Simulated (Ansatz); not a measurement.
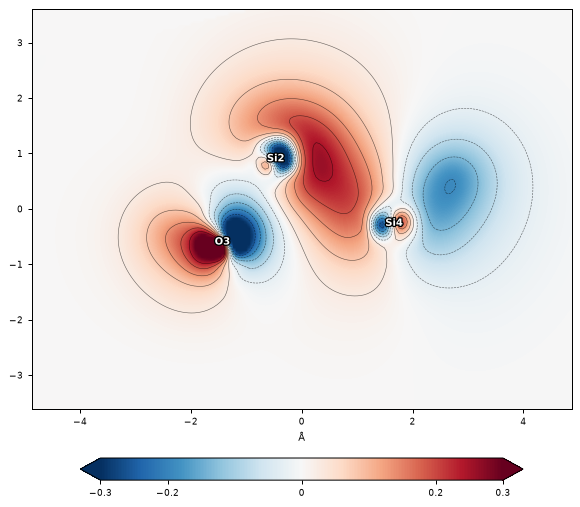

The picture shows: H6O2Si2. The HOMO−1 on the plane of atoms O3, Si2 and Si4 (values in Å⁻³ᐟ²; the overall sign is arbitrary).

Method: Ansatz 0.2.0, UKS PBE/cc-pVDZ.

Input file:

```
crystal:
  periodic: [false, false, false]
  atoms:
    - { symbol: O, position_ang: [-1.2832, 0.2951, -1.4031] }
    - { symbol: Si, position_ang: [0.0401, 0.5409, -0.5128] }
    - { symbol: O, position_ang: [1.2721, -0.0171, -1.4436] }
    - { symbol: Si, position_ang: [-0.0205, -0.5406, 1.5387] }
    - { symbol: H, position_ang: [-1.4664, -0.5575, -1.7937] }
    - { symbol: H, position_ang: [-1.57561, 1.23915, -1.34505] }
    - { symbol: H, position_ang: [1.6327, 0.585, -2.1256] }
    - { symbol: H, position_ang: [-0.3148, -1.9863, 1.3236] }
    - { symbol: H, position_ang: [-1.2082, 0.0169, 2.3998] }
    - { symbol: H, position_ang: [1.1721, -0.3982, 2.3381] }
magnetization:
  spin_polarized: true
basis:
  gaussian: { orbitals: cc-pVDZ }
hamiltonian:
  xc: pbe
relax:
  f_tol: 0.02
  max_steps: 50
output:
  orbitals: {}
```

Command:

```sh
ansatz run input.yaml --threads 2 --pin off --max-ram 3072MiB --backend cpu --events-out ev --progress --plain --runs-dir out
```

The fields are those of the relaxed geometry.

> Where does this orbital lie, and at what energy?

It lies mainly on O3 (about 45 %), Si2 (about 20 %), O1 (about 15 %) and Si4 (about 10 %). Its energy is −7.05 eV.
